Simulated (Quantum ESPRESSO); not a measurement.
# Collinear magnetic orders of MnF2 with Quantum ESPRESSO, part 2 of 2

A self-consistent run ends on one state, which hangs on the start. Several orders of MnF2 are started in Quantum ESPRESSO and their energies compared.

Quantum ESPRESSO 7.5; LDA; plane waves with GBRV 1.5 LDA potentials, no spin-orbit coupling.

So far, absolute magnetization (μB): step 2 (run 1 (ferro ++)) 10.

### Step 3. Run 2, typed as antiferro +−

Input file pw.in:

```
&CONTROL
  calculation = 'scf'
  prefix = 'pwscf'
  outdir = './tmp'
  pseudo_dir = './pseudo'
  disk_io = 'nowf'
/
&SYSTEM
  ibrav = 0
  nat = 6
  ntyp = 3
  ecutwfc = 40
  ecutrho = 280
  nbnd = 39
  occupations = 'smearing'
  smearing = 'fd'
  degauss = 0.00367493
  nspin = 2
  starting_magnetization(1) = 0.3
  starting_magnetization(2) = -0.3
  starting_magnetization(3) = 0
/
&ELECTRONS
  conv_thr = 1.2d-08
  electron_maxstep = 150
  mixing_beta = 0.3
/
ATOMIC_SPECIES
Mn1    54.9380 mn_lda_v1.5.uspp.F.UPF
Mn2    54.9380 mn_lda_v1.5.uspp.F.UPF
F      18.9984 f_lda_v1.4.uspp.F.UPF
CELL_PARAMETERS angstrom
   4.8738000000    0.0000000000    0.0000000000
   0.0000000000    4.8738000000    0.0000000000
   0.0000000000    0.0000000000    3.3107000000
ATOMIC_POSITIONS crystal
Mn1     0.0000000000    0.0000000000    0.0000000000
Mn2     0.5000000000    0.5000000000    0.5000000000
F       0.3053000000    0.3053000000    0.0000000000
F       0.1947000000    0.8053000000    0.5000000000
F       0.6947000000    0.6947000000    0.0000000000
F       0.8053000000    0.1947000000    0.5000000000
K_POINTS automatic
6 6 6 0 0 0
```

Launch:

```bash
> OMP_NUM_THREADS=1 mpirun -n 4 pw.x -nk 4 -in pw.in > pw.out
```

The log of the run:

```text
[banner, memory and clock lines left out]
Program PWSCF v.7.5 starts

     Message from routine setup:
     using ibrav=0 with symmetry is DISCOURAGED, use correct ibrav instead

     bravais-lattice index     =            0
     lattice parameter (alat)  =       9.2101  a.u.
     unit-cell volume          =     530.7034 (a.u.)^3
     number of atoms/cell      =            6
     number of atomic types    =            3
     number of electrons       =        58.00
     number of Kohn-Sham states=           39
     kinetic-energy cutoff     =      40.0000  Ry
     charge density cutoff     =     280.0000  Ry
     scf convergence threshold =      1.2E-08
     mixing beta               =       0.3000
     number of iterations used =            8  plain     mixing
     Exchange-correlation=  SLA  PZ   NOGX NOGC
                           (   1   1   0   0   0   0   0)

     celldm(1)=   9.210147  celldm(2)=   0.000000  celldm(3)=   0.000000
     celldm(4)=   0.000000  celldm(5)=   0.000000  celldm(6)=   0.000000

     crystal axes: (cart. coord. in units of alat)
               a(1) = (   1.000000   0.000000   0.000000 )
               a(2) = (   0.000000   1.000000   0.000000 )
               a(3) = (   0.000000   0.000000   0.679285 )

     reciprocal axes: (cart. coord. in units 2 pi/alat)
               b(1) = (  1.000000  0.000000  0.000000 )
               b(2) = (  0.000000  1.000000  0.000000 )
               b(3) = (  0.000000  0.000000  1.472136 )

     PseudoPot. # 1 for Mn read from file:
     mn_lda_v1.5.uspp.F.UPF
     Pseudo is Ultrasoft + core correction, Zval = 15.0

     PseudoPot. # 2 for Mn read from file:
     mn_lda_v1.5.uspp.F.UPF
     Pseudo is Ultrasoft + core correction, Zval = 15.0

     PseudoPot. # 3 for F  read from file:
     f_lda_v1.4.uspp.F.UPF
     Pseudo is Ultrasoft, Zval =  7.0

     atomic species   valence    mass     pseudopotential
     Mn1              15.00    54.93800     Mn( 1.00)
     Mn2              15.00    54.93800     Mn( 1.00)
     F                 7.00    18.99840     F ( 1.00)

     Starting magnetic structure
     atomic species   magnetization
     Mn1             0.300
     Mn2            -0.300
     F               0.000

      8 Sym. Ops., with inversion, found

   Cartesian axes

     site n.     atom                  positions (alat units)
         1        Mn1    tau(   1) = (   0.0000000   0.0000000   0.0000000  )
         2        Mn2    tau(   2) = (   0.5000000   0.5000000   0.3396426  )
         3        F      tau(   3) = (   0.3053000   0.3053000   0.0000000  )
         4        F      tau(   4) = (   0.1947000   0.8053000   0.3396426  )
         5        F      tau(   5) = (   0.6947000   0.6947000   0.0000000  )
         6        F      tau(   6) = (   0.8053000   0.1947000   0.3396426  )

     number of k points=    52  Fermi-Dirac smearing, width (Ry)=  0.0037
                       cart. coord. in units 2pi/alat
        k(    1) = (   0.0000000   0.0000000   0.0000000), wk =   0.0046296
        k(    2) = (   0.0000000   0.0000000   0.2453560), wk =   0.0092593
        k(    3) = (   0.0000000   0.0000000   0.4907119), wk =   0.0092593
        k(    4) = (   0.0000000   0.0000000  -0.7360679), wk =   0.0046296
        k(    5) = (   0.0000000   0.1666667   0.0000000), wk =   0.0185185
        [... 47 further k-points ...]

     Dense  grid:    42069 G-vectors     FFT dimensions: (  50,  50,  36)

     Smooth grid:    18157 G-vectors     FFT dimensions: (  40,  40,  25)

     Check: negative core charge=   -0.000039
     Generating pointlists ...
     new r_m :   0.1781 (alat units)  1.6403 (a.u.) for type    1
     new r_m :   0.1781 (alat units)  1.6403 (a.u.) for type    2
     new r_m :   0.1781 (alat units)  1.6403 (a.u.) for type    3

     Initial potential from superposition of free atoms

     starting charge      56.9999, renormalised to      58.0000
     Starting wfcs are   42 randomized atomic wfcs

     Self-consistent Calculation

     iteration #  1     ecut=    40.00 Ry     beta= 0.30
     Davidson diagonalization with overlap
     ethr =  1.00E-02,  avg # of iterations =  2.4

     Threshold (ethr) on eigenvalues was too large:
     Diagonalizing with lowered threshold

     Davidson diagonalization with overlap
     ethr =  7.01E-04,  avg # of iterations =  1.4

     total energy              =    -616.82454747 Ry
     estimated scf accuracy    <       0.40673487 Ry

     total magnetization       =    -0.00 Bohr mag/cell
     absolute magnetization    =     9.51 Bohr mag/cell

     iteration #  2     ecut=    40.00 Ry     beta= 0.30
     Davidson diagonalization with overlap
     ethr =  7.01E-04,  avg # of iterations =  2.0

     total energy              =    -616.89161714 Ry
     estimated scf accuracy    <       0.04316360 Ry

     total magnetization       =     0.00 Bohr mag/cell
     absolute magnetization    =     9.47 Bohr mag/cell

     [... further iterations left out ...]

     iteration # 10     ecut=    40.00 Ry     beta= 0.30
     Davidson diagonalization with overlap
     ethr =  2.93E-11,  avg # of iterations =  2.9

     negative rho (up, down):  5.815E-04 5.815E-04

     total energy              =    -616.89882136 Ry
     estimated scf accuracy    <       0.00000002 Ry

     total magnetization       =    -0.00 Bohr mag/cell
     absolute magnetization    =     9.52 Bohr mag/cell

     iteration # 11     ecut=    40.00 Ry     beta= 0.30
     Davidson diagonalization with overlap
     ethr =  2.93E-11,  avg # of iterations =  3.0

     negative rho (up, down):  5.814E-04 5.814E-04

     Magnetic moment per site  (integrated on atomic sphere of radius R)
     atom   1 (R=0.178)  charge= 12.3454  magn=  4.1131
     atom   2 (R=0.178)  charge= 12.3454  magn= -4.1131
     atom   3 (R=0.178)  charge=  6.6718  magn= -0.0341
     atom   4 (R=0.178)  charge=  6.6718  magn=  0.0341
     atom   5 (R=0.178)  charge=  6.6718  magn= -0.0341
     atom   6 (R=0.178)  charge=  6.6718  magn=  0.0341

     End of self-consistent calculation

     Number of k-points >= 100: set verbosity='high' to print the bands.

     the Fermi energy is     7.3215 ev

!    total energy              =    -616.89882137 Ry
     estimated scf accuracy    <          1.3E-10 Ry
     smearing contrib. (-TS)   =      -0.00000000 Ry
     internal energy E=F+TS    =    -616.89882137 Ry

     The total energy is F=E-TS. E is the sum of the following terms:
     one-electron contribution =    -375.19976802 Ry
     hartree contribution      =     211.90181582 Ry
     xc contribution           =     -89.41453023 Ry
     ewald contribution        =    -364.18633894 Ry

     total magnetization       =     0.00 Bohr mag/cell
     absolute magnetization    =     9.52 Bohr mag/cell

     convergence has been achieved in  11 iterations
```

Elapsed: 35 s, on 4 MPI ranks of Arm Neoverse V2, shared host; peak memory 0.55 GiB; 2.3 min of CPU time.

Spin moment in the atom's sphere by atom:

| atom | spin moment in the atom's sphere (μB) |
| --- | --- |
| Mn1 | 4.11 |
| Mn2 | -4.11 |
| F3 | -0.03 |
| F4 | 0.03 |
| F5 | -0.03 |
| F6 | 0.03 |

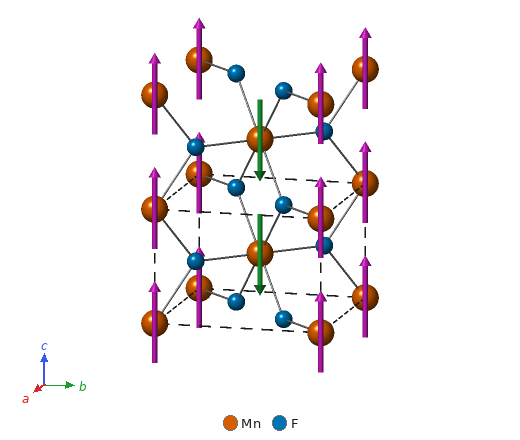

Spin moment in the atom's sphere as arrows, the longest 4.11 μB. Up and down stand for the sign. Arrows give size and sign along the axis of quantisation, drawn up and down the page. The two directions have two colours. 1×1×2 cells are drawn. Some periodic images of atoms are drawn too.

This step gave:

* smearing term TS: 2.87e-9 eV
* magnetization: 0 μB
* absolute magnetization: 9.522 μB
* final state: antiferromagnetic

### Step 4. Run 3, typed as no spin polarisation

pw.in, as its differences from that of step 3:

```diff
@@ -10,3 +10,3 @@
   nat = 6
-  ntyp = 3
+  ntyp = 2
   ecutwfc = 40
@@ -17,6 +17,2 @@
   degauss = 0.00367493
-  nspin = 2
-  starting_magnetization(1) = 0.3
-  starting_magnetization(2) = -0.3
-  starting_magnetization(3) = 0
 /
@@ -28,4 +24,3 @@
 ATOMIC_SPECIES
-Mn1    54.9380 mn_lda_v1.5.uspp.F.UPF
-Mn2    54.9380 mn_lda_v1.5.uspp.F.UPF
+Mn     54.9380 mn_lda_v1.5.uspp.F.UPF
 F      18.9984 f_lda_v1.4.uspp.F.UPF
@@ -36,4 +31,4 @@
 ATOMIC_POSITIONS crystal
-Mn1     0.0000000000    0.0000000000    0.0000000000
-Mn2     0.5000000000    0.5000000000    0.5000000000
+Mn      0.0000000000    0.0000000000    0.0000000000
+Mn      0.5000000000    0.5000000000    0.5000000000
 F       0.3053000000    0.3053000000    0.0000000000
```

The log of the run:

```text
     [... lines left out ...]
Program PWSCF v.7.5 starts
     [... lines left out ...]
     number of atoms/cell      =            6
     [... lines left out ...]
     number of electrons       =        58.00
     number of Kohn-Sham states=           39
     kinetic-energy cutoff     =      40.0000  Ry
     charge density cutoff     =     280.0000  Ry
     scf convergence threshold =      1.2E-08
     [... lines left out ...]
     16 Sym. Ops., with inversion, found ( 8 have fractional translation)
     [... lines left out ...]
     number of k points=    40  Fermi-Dirac smearing, width (Ry)=  0.0037
     [... lines left out ...]
     iteration # 10     ecut=    40.00 Ry     beta= 0.30
     [... lines left out ...]
     the Fermi energy is     6.7101 ev
!    total energy              =    -616.49787499 Ry
     estimated scf accuracy    <          3.2E-09 Ry
     smearing contrib. (-TS)   =      -0.01080714 Ry
     [... lines left out ...]
     convergence has been achieved in  10 iterations
```

Run time: 12 s. Hardware: 4 MPI ranks; peak memory 0.42 GiB; 49 s of CPU time.

Read from the output:

```yaml
smearing_term_ts: 0.1470 eV
final_state: non-magnetic (no spin polarisation)
```

### Step 5. The states side by side

An order is kept where moments of 0.15 μB or more survive with the typed signs; meshes match where a doubled cell samples the same k points as the first cell.

Orders:

| start | final state | typed order kept | energy over the lowest (meV a seeded atom) | largest site moment (μB) | net moment (μB a cell of the first run) | mesh matched | CPU time (s) |
| --- | --- | --- | --- | --- | --- | --- | --- |
| ferro ++ | ferromagnetic | yes | 67.98 | 4.163 | 10 | yes | 113.4 |
| antiferro +- | antiferromagnetic | yes | 0 | 4.113 | 0 | yes | 138.4 |
| no spin polarisation | non-magnetic | - | 2728 | 0 | 0 | yes | 49.36 |

### Step 6. Outcome

| Property | Result |
| --- | --- |
| lowest state found | antiferromagnetic (from antiferro +-) |
| largest site moment | 4.11 μB |
| next state with moments | ferromagnetic, 68.0 meV a seeded atom higher |
| state without moments | 2728 meV a seeded atom higher |

Forming the moments gains more than four times the spread of the orders, as local moments do. This is the lowest of 3 collinear or spinless starts, no proof of the ground state. No Hubbard term acts here. In such compounds local and semilocal functionals without one often delocalise the d electrons, and can shrink or lose moments and miss the size, sign and order of the couplings.

[Logs and program files are shortened in this print: banners, set-up blocks, solver, clock and traceback lines can be left out without a mark of their own.]

[Logs are printed without paths, hosts, clocks, repeated set-up lines and the standing remarks that a program may print on its own settings, such as how far it seeks lower states.]

[Hosts, paths, dates, database ids (printed as entryN), source tags and the programs' standing remarks are cut or masked in the printed files.]

[Where a cell is said to come from a database of computed structures, the database is the Materials Project.]
